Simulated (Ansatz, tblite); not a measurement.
**GaCl2(NH2) (Cl₂GaH₂N): which spin state is lowest**

Is the singlet the ground state of GaCl2(NH2) (Cl₂GaH₂N)? Other spin states are computed and compared level by level.

Program: Ansatz 0.2.0, Gaussian basis. Level of theory: as each input shows. These are calculated values, not measurements.

The runs, in order: triplet, at the geometry of the singlet (GFN1-xTB, GFN2-xTB, PBE0-D4/def2-TZVP, PBE-D4/def2-TZVP, r2SCAN-D4/def2-TZVP); the singlet's energies come from earlier runs.

### Step 1. The geometry

The singlet was relaxed beforehand with PBE0-D4/def2-SVP.

6 atoms, charge 0, spin multiplicity 1.

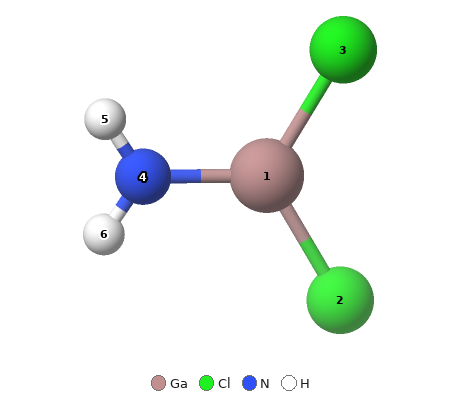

The geometry (gallium pink, chlorine green, nitrogen blue, hydrogen white); atoms are numbered from 1 in the order of the file.

Coordinates:

```xyz
6
Cl2GaH2N
Ga    0.3621    0.6198    0.0113
Cl    2.4690    0.6380    0.3454
Cl   -0.6517    2.4727   -0.2885
N    -0.5407   -0.9231   -0.0094
H    -1.5370   -0.9818   -0.1747
H    -0.1017   -1.8257    0.1159
```

### Step 2. Triplet at the fixed geometry, GFN1-xTB

Tight binding, by tblite at 300 K electronic temperature and without a spin-polarisation term:

```python
tblite.interface.Calculator('GFN1-xTB', numbers, positions, charge=0, uhf=2).singlepoint()
```

Energy -381.6104 eV; 0.006 s.

### Step 3. Triplet at the fixed geometry, GFN2-xTB

Tight binding, by tblite at 300 K electronic temperature and without a spin-polarisation term:

```python
tblite.interface.Calculator('GFN2-xTB', numbers, positions, charge=0, uhf=2).singlepoint()
```

Energy -386.7861 eV; 0.005 s.

### Step 4. Triplet at the fixed geometry, PBE0-D4/def2-TZVP

The input, in.yaml:

```yaml
crystal:
  periodic: [false, false, false]
  atoms:
    - {symbol: Ga, position_ang: [0.362086, 0.619791, 0.011275]}
    - {symbol: Cl, position_ang: [2.468975, 0.637979, 0.345385]}
    - {symbol: Cl, position_ang: [-0.651656, 2.472740, -0.288468]}
    - {symbol: N, position_ang: [-0.540742, -0.923076, -0.009441]}
    - {symbol: H, position_ang: [-1.537007, -0.981769, -0.174685]}
    - {symbol: H, position_ang: [-0.101656, -1.825656, 0.115934]}
basis:
  gaussian: {orbitals: def2-TZVP}
magnetization: {spin_polarized: true, initial_magnetization: 2}
hamiltonian: {xc: pbe0, dispersion: d4}
scf: {omitted_lower_state_checks: [starts]}
output: {orbitals: {seedname: orbitals}}
```

Started as:

```
ansatz run in.yaml --threads 4 --pin off --events-out ev --progress --plain --max-ram 3916MiB
```

Standard output:

```text
Functional definition: PBE0
  name "PBE0"
  cite "Adamo & Barone, J. Chem. Phys. 110, 6158 (1999) doi:10.1063/1.478522"
  cite "Perdew, Burke & Ernzerhof, Phys. Rev. Lett. 77, 3865 (1996) doi:10.1103/PhysRevLett.77.3865"
  parent pbe
  parameter a = 0.25
  parameter kappa = 0.804
  parameter beta = 0.06672455060314922
  exchange = (1 - a)*pbe_x(kappa = kappa, mu = beta*pi^2/3) + a*exact_x
  correlation = pbe_c(beta = beta)
these checks for a lower state are left out or cut short: starts
1192 factors; their error is unknown
mean field evaluation 1: about -78918.7746 eV, gradient 4.8e1 eV
mean field evaluation 2: about -78876.5003 eV, gradient 9.1e1 eV
mean field evaluation 4: about -78924.7776 eV, gradient 2.6e1 eV
mean field evaluation 8: about -78928.8177 eV, gradient 6.4e-1 eV
mean field evaluation 16: about -78929.0865 eV, gradient 4.6e-3 eV
mean field evaluation 32: about -78929.0865 eV, gradient 8.0e-6 eV
mean field -78929.08654059 eV, -2900.5904303104 hartree, gradient 8.0e-6 eV, S^2 2.004105; 0 other end points of the search recorded, 0 dependent functions left out
reference -78929.08657026 eV, -2900.5904314007 hartree; 38, 36 occupied and 127, 129 virtual orbitals, 1192 factors
Total energy: -78929.22320264 eV, -2900.5954525481 hartree
Checks for a lower state left out: starts
```

Run time: 5.5 s. Hardware: 4 threads of Arm Neoverse V1, shared host; peak memory 0.62 GiB.

From the report: HOMO -3.24 eV, LUMO -6.50 eV (over both spins; with the spin held, an empty level of the minority spin lies below the top filled one); ⟨S²⟩ 2.004 (pure: 2.00).

### Step 5. Triplet at the fixed geometry, PBE-D4/def2-TZVP

start.molden holds the orbitals of an earlier run on this state, given as this run's starting guess.

in.yaml, as its differences from that of step 4:

```diff
@@ -10,5 +10,5 @@
 basis:
-  gaussian: {orbitals: def2-TZVP}
+  gaussian: {orbitals: def2-TZVP, initial_orbitals: start.molden}
 magnetization: {spin_polarized: true, initial_magnetization: 2}
-hamiltonian: {xc: pbe0, dispersion: d4}
+hamiltonian: {xc: pbe, dispersion: d4}
 scf: {omitted_lower_state_checks: [starts]}
```

The command is unchanged.

Standard output:

```text
Functional definition: PBE
  name "PBE"
  cite "Perdew, Burke & Ernzerhof, Phys. Rev. Lett. 77, 3865 (1996) doi:10.1103/PhysRevLett.77.3865"
  parent pbe
  parameter kappa = 0.804
  parameter beta = 0.06672455060314922
  exchange = pbe_x(kappa = kappa, mu = beta*pi^2/3)
  correlation = pbe_c(beta = beta)
these checks for a lower state are left out or cut short: starts
1123 factors; their error is unknown
mean field evaluation 1: about -78925.9333 eV, gradient 1.0e1 eV
mean field evaluation 2: about -78926.1819 eV, gradient 1.1e0 eV
mean field evaluation 4: about -78926.1977 eV, gradient 2.5e-1 eV
mean field evaluation 8: about -78926.1983 eV, gradient 1.5e-3 eV
mean field evaluation 16: about -78926.1983 eV, gradient 1.4e-4 eV
mean field -78926.19830906 eV, -2900.4842897591 hartree, gradient 2.4e-6 eV, S^2 2.002518; 0 other end points of the search recorded, 0 dependent functions left out
reference -78926.19834810 eV, -2900.4842911938 hartree; 38, 36 occupied and 127, 129 virtual orbitals, 1123 factors
Total energy: -78926.35712309 eV, -2900.4901260671 hartree
Checks for a lower state left out: starts
```

Wall time 6.5 s (4 threads of Arm Neoverse V1, shared host).

HOMO -2.45 eV, LUMO -7.38 eV (over both spins; with the spin held, an empty level of the minority spin lies below the top filled one); ⟨S²⟩ 2.003 (pure: 2.00).

### Step 6. Triplet at the fixed geometry, r2SCAN-D4/def2-TZVP

in.yaml, as its differences from that of step 5:

```diff
@@ -12,3 +12,3 @@
 magnetization: {spin_polarized: true, initial_magnetization: 2}
-hamiltonian: {xc: pbe, dispersion: d4}
+hamiltonian: {xc: r2scan, dispersion: d4}
 scf: {omitted_lower_state_checks: [starts]}
```

The command is unchanged.

Standard output:

```text
Functional definition: r2SCAN
  name "r2SCAN"
  cite "Furness, Kaplan, Ning, Perdew & Sun, J. Phys. Chem. Lett. 11, 8208 (2020) doi:10.1021/acs.jpclett.0c02405"
  cite "Furness, Kaplan, Ning, Perdew & Sun, J. Phys. Chem. Lett. 11, 9248 (2020) doi:10.1021/acs.jpclett.0c03077"
  parent r2scan
  parameter k0 = 0.174
  parameter k1 = 0.065
  parameter a1 = 4.9479
  exchange = r2scan_x(k0 = k0, k1 = k1, a1 = a1)
  correlation = r2scan_c
these checks for a lower state are left out or cut short: starts
1123 factors; their error is unknown
mean field evaluation 1: about -78943.3092 eV, gradient 7.3e0 eV
mean field evaluation 2: about -78943.3754 eV, gradient 2.2e-1 eV
mean field evaluation 4: about -78943.3557 eV, gradient 5.0e-2 eV
mean field evaluation 8: about -78943.3557 eV, gradient 2.3e-5 eV
mean field -78943.35574502 eV, -2901.1148139012 hartree, gradient 1.7e-5 eV, S^2 2.005312; 0 other end points of the search recorded, 0 dependent functions left out
reference -78943.35575811 eV, -2901.1148143822 hartree; 38, 36 occupied and 127, 129 virtual orbitals, 1123 factors
Total energy: -78943.39217838 eV, -2901.1161528023 hartree
Checks for a lower state left out: starts
```

Run time: 8.5 s. Hardware: 4 threads of Arm Neoverse V1, shared host.

HOMO -2.64 eV, LUMO -7.19 eV (over both spins; with the spin held, an empty level of the minority spin lies below the top filled one); ⟨S²⟩ 2.005 (pure: 2.00).

### Step 7. Triplet less singlet, vertical

The singlet's energies are those of its earlier runs, whose logs aren't repeated here.

```
              level  triplet less singlet, vertical (kcal/mol)     time
           GFN1-xTB                                     +134.0  0.011 s
           GFN2-xTB                                      +97.8  0.009 s
   PBE-D4/def2-TZVP                                     +113.2      8 s
r2SCAN-D4/def2-TZVP                                     +117.5     11 s
  PBE0-D4/def2-TZVP                                     +120.7    7.5 s
```

Times add the two runs; a level without a time comes out of a correlated run. Tight binding without a spin term can't rank spin states.

### Step 8. Summary of results

| quantity | value |
| --- | --- |
| triplet less singlet, vertical, functionals in def2-TZVP | +113.2 (PBE-D4) to +120.7 kcal/mol (PBE0-D4) |

In words: All functionals put the triplet above the singlet, over a spread of 7.5 kcal/mol. The checks for a lower triplet were left out, so another state of that spin may lie lower. These are electronic energies, without zero-point motion, entropy or surroundings.
